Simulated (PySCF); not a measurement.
**One shape, several levels: ZrNH2Cl3 (SMILES [NH2][Zr]([Cl])([Cl])[Cl])**

Aim: a comparison of 3 runs (HF/STO-3G, HF/def2-SVP, PBE/def2-SVP) of ZrNH2Cl3. Input form: a Python script.

Program for the calculation: PySCF 2.14.0.

### Step 1. The structure to begin with

ZrNH2Cl3 has 7 atoms, charge 0, and is taken as a singlet. As SMILES, `[NH2][Zr]([Cl])([Cl])[Cl]`. Geometry: a GFN2-xTB relaxation, a rough one for these elements and not checked as a minimum.

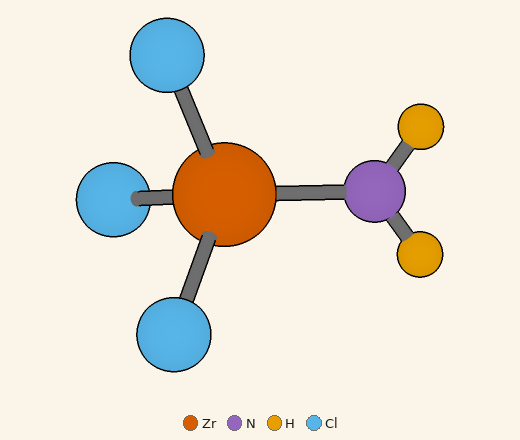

Viewed from a chosen angle; zirconium orange, nitrogen purple, hydrogen amber, chlorine blue.

### Step 2. Energy and gradient at HF/STO-3G (run 1)

Contents of input.py:

```python
from pyscf import gto

molecule = gto.M(
    atom='''
Zr   0.001890  -0.005600  -0.611510
N    0.011110   0.020860   1.371810
H    0.764300  -0.304230   1.984970
H   -0.750270   0.347980   1.975110
Cl   2.061020  -0.028510  -1.571500
Cl  -1.055730   1.758380  -1.578780
Cl  -1.032320  -1.788880  -1.570100
''',
    verbose=3,
    max_memory=1860,
    basis='sto-3g',
)

mf = molecule.RHF()
mf.conv_tol = 1e-10
mf.kernel()
if not mf.converged:
    mf = mf.newton().run(mf.mo_coeff, mf.mo_occ)

e_final = mf.e_tot
print('Final energy', e_final)
grad = mf.nuc_grad_method().kernel()
dip = mf.dip_moment()
pop, q = mf.mulliken_pop()
```

The run is started by

```console
$ OMP_NUM_THREADS=1 python input.py
```

Log:

```text
converged SCF energy = -4922.1410944053
Final energy -4922.141094405303
--------------- RHF gradients ---------------
         x                y                z
0 Zr    -0.0007415835    -0.0011193401    -0.0057862217
1 N     0.0000614022    -0.0008009458    -0.0224140912
2 H    -0.0014183453     0.0004194612    -0.0039285327
3 H     0.0007092317    -0.0005153456    -0.0035942946
4 Cl    -0.0420276888     0.0007398204     0.0111617348
5 Cl     0.0218558545    -0.0358460946     0.0116403633
6 Cl     0.0215611292     0.0371224446     0.0129210421
----------------------------------------------
Dipole moment(X, Y, Z, Debye):  0.11801,  0.12109,  4.68595
 ** Mulliken pop  **
pop of  0 Zr 1s           1.99997
pop of  0 Zr 2s           1.99795
pop of  0 Zr 3s           1.99113
pop of  0 Zr 4s           2.08126
pop of  0 Zr 5s           0.30123
pop of  0 Zr 2px          1.99999
pop of  0 Zr 2py          1.99999
pop of  0 Zr 2pz          1.99999
pop of  0 Zr 3px          1.98522
pop of  0 Zr 3py          1.98553
pop of  0 Zr 3pz          1.98585
pop of  0 Zr 4px          1.93380
pop of  0 Zr 4py          1.93757
pop of  0 Zr 4pz          1.94699
pop of  0 Zr 5px          0.22359
pop of  0 Zr 5py          0.24768
pop of  0 Zr 5pz          0.24788
pop of  0 Zr 3dxy         1.99550
pop of  0 Zr 3dyz         1.99569
pop of  0 Zr 3dz^2        1.99527
pop of  0 Zr 3dxz         1.99542
pop of  0 Zr 3dx2-y2      1.99552
pop of  0 Zr 4dxy         0.36820
pop of  0 Zr 4dyz         0.45801
pop of  0 Zr 4dz^2        0.45162
pop of  0 Zr 4dxz         0.32388
pop of  0 Zr 4dx2-y2      0.36670
pop of  1 N 1s            1.99508
pop of  1 N 2s            1.55201
pop of  1 N 2px           1.15277
pop of  1 N 2py           1.57577
pop of  1 N 2pz           1.25357
pop of  2 H 1s            0.83051
pop of  3 H 1s            0.83118
pop of  4 Cl 1s           1.99996
pop of  4 Cl 2s           1.99866
pop of  4 Cl 3s           1.99052
pop of  4 Cl 2px          1.99360
pop of  4 Cl 2py          1.99745
pop of  4 Cl 2pz          1.99655
pop of  4 Cl 3px          1.69653
pop of  4 Cl 3py          1.84481
pop of  4 Cl 3pz          1.80973
pop of  5 Cl 1s           1.99996
pop of  5 Cl 2s           1.99866
pop of  5 Cl 3s           1.99042
pop of  5 Cl 2px          1.99647
pop of  5 Cl 2py          1.99463
pop of  5 Cl 2pz          1.99655
pop of  5 Cl 3px          1.80806
pop of  5 Cl 3py          1.73580
pop of  5 Cl 3pz          1.81002
pop of  6 Cl 1s           1.99996
pop of  6 Cl 2s           1.99866
pop of  6 Cl 3s           1.99021
pop of  6 Cl 2px          1.99649
pop of  6 Cl 2py          1.99469
pop of  6 Cl 2pz          1.99659
pop of  6 Cl 3px          1.80795
pop of  6 Cl 3py          1.74284
pop of  6 Cl 3pz          1.81189
 ** Mulliken atomic charges  **
charge of    0Zr =      1.18856
charge of    1N =     -0.52920
charge of    2H =      0.16949
charge of    3H =      0.16882
charge of    4Cl =     -0.32782
charge of    5Cl =     -0.33057
charge of    6Cl =     -0.33928
```

Wall time 5.7 s (1 thread of Arm Neoverse V2, shared host); peak memory 0.13 GiB.

### Step 3. Energy and gradient at HF/def2-SVP (core potential) (run 2)

Contents of run.py:

```python
import pyscf.grad
from pyscf import gto

mol = gto.Mole()
mol.atom = '''
Zr     0.003572    -0.010582    -1.155586
N      0.020995     0.039420     2.592345
H      1.444318    -0.574911     3.751050
H     -1.417805     0.657587     3.732417
Cl     3.894763    -0.053876    -2.969705
Cl    -1.995041     3.322857    -2.983462
Cl    -1.950802    -3.380493    -2.967059
'''
mol.max_memory = 1860
mol.basis = 'def2-svp'
mol.verbose = 4
mol.unit = 'bohr'
mol.ecp = {'Zr': 'def2-svp'}
mol.build()

mf = mol.RHF()
mf.conv_tol = 1e-10
mf.kernel()
if not mf.converged:
    mf = mf.newton().run(mf.mo_coeff, mf.mo_occ)

energy = mf.e_tot
print('E(%s) = %.9f' % ('HF', energy))
grad = mf.Gradients().kernel()
dip = mf.dip_moment()
pop, q = mf.mulliken_pop()
```

The run is started by

```console
$ OMP_NUM_THREADS=1 python run.py
```

Log:

```text
PySCF version 2.14.0

[... 65 lines left out ...]
converged SCF energy = -1480.44882707455
[... 14 lines left out ...]
Dipole moment(X, Y, Z, Debye):  0.10388,  0.10607,  4.04913
[... 117 lines left out ...]
charge of    6Cl =     -0.33807
```

It took 11 s on 1 thread of Arm Neoverse V2, shared host; peak memory 0.26 GiB.

### Step 4. Energy and forces at PBE/def2-SVP (core potential) (run 3)

Contents of run.py:

```python
import pyscf.grad
from pyscf import gto, dft

mol = gto.M(
    atom='''
Zr     0.003572    -0.010582    -1.155586
N      0.020995     0.039420     2.592345
H      1.444318    -0.574911     3.751050
H     -1.417805     0.657587     3.732417
Cl     3.894763    -0.053876    -2.969705
Cl    -1.995041     3.322857    -2.983462
Cl    -1.950802    -3.380493    -2.967059
''',
    basis='def2-svp',
    charge=0,
    verbose=4,
    unit='bohr',
    max_memory=1860,
    ecp={'Zr': 'def2-svp'},
)

mf = dft.RKS(mol, xc='pbe')
mf.conv_tol = 1e-10
mf.grids.level = 5
mf.kernel()
if not mf.converged:
    mf = mf.newton().run(mf.mo_coeff, mf.mo_occ)

energy = mf.e_tot
print('Final energy', energy)
grad = mf.Gradients().kernel()
mf.analyze()
```

The run is started by

```console
$ OMP_NUM_THREADS=1 python run.py
```

Log:

```text
PySCF version 2.14.0

[... 105 lines left out ...]
One-electron Energy =                -2801.258496404301695
[... 15 lines left out ...]
MO #11  energy= -6.99894898944128  occ= 2
[... 13 lines left out ...]
MO #25  energy= -0.452705695847165 occ= 2
[... 13 lines left out ...]
MO #39  energy= -0.0578739406858755 occ= 0
[... 13 lines left out ...]
MO #53  energy= 0.224499665973154  occ= 0
[... 13 lines left out ...]
MO #67  energy= 0.669134561097344  occ= 0
[... 13 lines left out ...]
MO #81  energy= 0.896119454528882  occ= 0
[... 13 lines left out ...]
MO #95  energy= 1.2093834497682    occ= 0
[... 13 lines left out ...]
MO #109 energy= 33.1825678918381   occ= 0
[... 119 lines left out ...]
Dipole moment(X, Y, Z, Debye):  0.12238,  0.13232,  3.59402
```

Run time: 44 s. Hardware: 1 thread of Arm Neoverse V2, shared host; peak memory 1.1 GiB.

### Step 5. Overview of the runs

```csv
run,level,core potential,integration grid,energy (Eh),dipole moment (D),HOMO energy (eV),LUMO energy (eV),wall time
1,HF/STO-3G,–,–,-4922.141094,4.69,-9.67,5.40,5.7 s
2,HF/def2-SVP (core potential),def2-svp,–,-1480.448827,4.05,-11.74,1.54,11 s
3,PBE/def2-SVP (core potential),def2-svp,5,-1482.792047,3.60,-6.79,-2.53,44 s
```

### Step 6. Summary of results

| quantity | value |
| --- | --- |
| run 3: total energy | -1482.79205 Eh |
| run 3: dipole moment | 3.60 D |
| run 3: HOMO energy | -6.79 eV |
| run 3: LUMO energy | -2.53 eV |
| run 3: HOMO–LUMO gap | 4.26 eV |
| run 3: largest force on an atom | 1.644 eV/Å |

The dipole moment (its size) runs from 3.60 D (PBE/def2-SVP) to 4.69 D (HF/STO-3G). The two ends differ in method and basis and core potential. The HOMO–LUMO gap runs from 4.26 eV (PBE/def2-SVP) to 15.08 eV (HF/STO-3G). Some runs of one species differ in core potentials or relativity; totals across that change don't compare. In run 1 the basis is minimal, so the values are rough. In run 1 relativity is left out where basis or elements ask for it. All runs together took 61 s, the longest 44 s.
